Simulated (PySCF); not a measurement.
**GeH3Cl (chlorogermane) at TPSS/def2-TZVP**

Aim: the energy change on altering one bond length of GeH3Cl (chlorogermane) at TPSS/def2-TZVP, from 2 runs. 

Program for the calculation: PySCF 2.14.0.

2 further runs of the same task are left out: 2 set aside as unsound or not needed.

**1. The molecule**

GeH3Cl: 5 atoms, total charge 0, spin state singlet. SMILES: `[Cl][GeH3]`. The shape is that of a PBE0-D4/def2-TZVP optimisation.

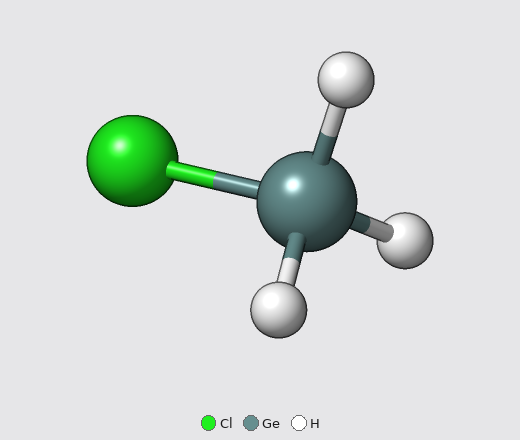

Viewed from a chosen angle; chlorine green, germanium teal, hydrogen white.

**2. The energy at TPSS/def2-TZVP**

The input, input.py:

```python
from pyscf import gto, dft

mol = gto.M(
    atom='''
Cl  -1.875800  -0.025100   0.641300
Ge   0.161800  -0.013900  -0.060600
H    0.160400   0.656200  -1.438100
H    0.619000  -1.473700  -0.140600
H    0.984500   0.782900   0.956700
''',
    basis='def2-tzvp',
    verbose=3,
    max_memory=1860,
)

mf = dft.RKS(mol)
mf.xc = 'tpss'
mf.conv_tol = 1e-10
mf.grids.level = 5
mf.kernel()
if not mf.converged:
    mf = mf.newton().run(mf.mo_coeff, mf.mo_occ)

energy = mf.e_tot
print('Final energy', energy)
```

On the command line:

```
$ OMP_NUM_THREADS=1 python input.py
```

Output:

```text
converged SCF energy = -2539.04841638999
Final energy -2539.048416389994
```

Run time: 26 s. Hardware: 1 thread of Intel Xeon at 2.70GHz, shared host; peak memory 0.55 GiB.

**3. The distorted shape, same level**

The input, run.py:

```python
from pyscf import gto, dft

system = gto.M(
    atom='''
Cl    -5.410348    -1.854299    -1.095004
Ge    -1.559842    -1.833134    -2.421402
H     -1.562488    -0.566829    -5.024500
H     -0.695860    -4.591757    -2.572581
H      1.860435     1.479467     1.807901
''',
    max_memory=1860,
    unit='bohr',
    verbose=3,
    basis='def2-tzvp',
)

mf = dft.RKS(system)
mf.xc = 'tpss'
mf.grids.level = 5
mf.conv_tol = 1e-10
mf.kernel()
if not mf.converged:
    mf = mf.newton().run(mf.mo_coeff, mf.mo_occ)

etot = mf.e_tot
print('E = %.10f Eh' % etot)
```

On the command line:

```
$ OMP_NUM_THREADS=1 python run.py
```

Output:

```text
SCF not converged.
SCF energy = -2538.89662293757
converged SCF energy = -2538.89662293925
E = -2538.8966229392 Eh
```

Run time: 84 s. Hardware: 1 thread of Intel Xeon at 2.70GHz, shared host; peak memory 0.76 GiB.

**4. Summary of results**

Level: TPSS/def2-TZVP.

```
                                                          quantity           value
                                         first shape: total energy  -2539.04842 Eh
                                        first shape: dipole moment          1.88 D
                                          first shape: HOMO energy        -7.55 eV
                                          first shape: LUMO energy        -1.02 eV
                                        first shape: HOMO–LUMO gap         6.53 eV
                                     distorted shape: total energy  -2538.89662 Eh
                                    distorted shape: dipole moment          2.41 D
                                      distorted shape: HOMO energy        -6.09 eV
                                      distorted shape: LUMO energy        -4.89 eV
                                    distorted shape: HOMO–LUMO gap         1.19 eV
energy change with the Ge2–H5 bond stretched from 1.532 to 3.370 Å        4.131 eV
```

What this shows: One bond (distorted shape) is far stretched, which a spin-restricted single reference describes badly; a broken-symmetry solution may lie lower. With the Ge2–H5 bond stretched from 1.532 to 3.370 Å the energy rises by 4.13 eV (95 kcal/mol). The first shape isn't relaxed at this level, so the change isn't measured from a minimum. A restricted reference can't describe the breaking bond well at this length. Mulliken charges (first shape) run from -0.32 on Cl1 to +0.30 on Ge2. Mulliken charges (distorted shape) run from -0.25 on Cl1 to +0.30 on Ge2.
